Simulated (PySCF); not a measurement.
# C5H6S: the cost of one run

Computed with PySCF 2.14.0 and routines of our own; the level stands in each step. Atoms count from 0.

### Step 1. The system as given

12 atoms, charge 0, multiplicity 1; geometry from: GFN2-xTB.

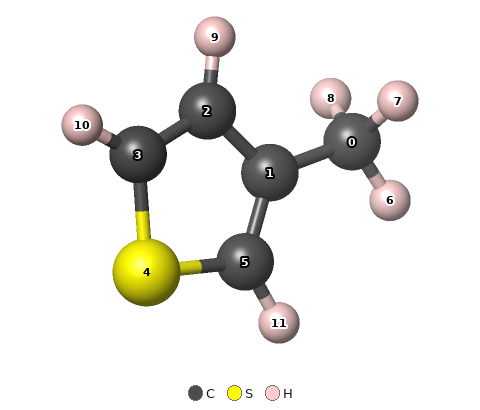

The starting geometry (carbon dark grey, sulfur yellow, hydrogen pink).

### Step 2. Optimising the geometry at LC-wPBE/6-31G*

The job: settings as JSON, then the geometry in Å.

```
{"job": {"xc": "LC-wPBE", "basis": "6-31G*", "grid": 1, "kind": "geom"}, "charge": 0, "multiplicity": 1}
C     -1.714659     0.215386     0.116123
C     -0.260020    -0.109199     0.032633
C      0.749959     0.870270    -0.171083
C      1.997030     0.343805    -0.211785
S      1.983757    -1.363048    -0.001008
C      0.268450    -1.356023     0.140546
H     -2.301883    -0.685999     0.270890
H     -2.046719     0.698122    -0.802411
H     -1.899987     0.901419     0.941973
H      0.540477     1.919394    -0.282010
H      2.931726     0.848634    -0.353541
H     -0.246932    -2.283446     0.293647
```

Started as:

```sh
$ OMP_NUM_THREADS=1 python excited_run.py task.json out
```

One launch serves the whole session: the jobs run in the order shown.

**Question.** How long does this first job take on 1 thread of Arm Neoverse V1, shared host, and how much memory does it need?

About 46 s, with a peak of 0.53 GiB.
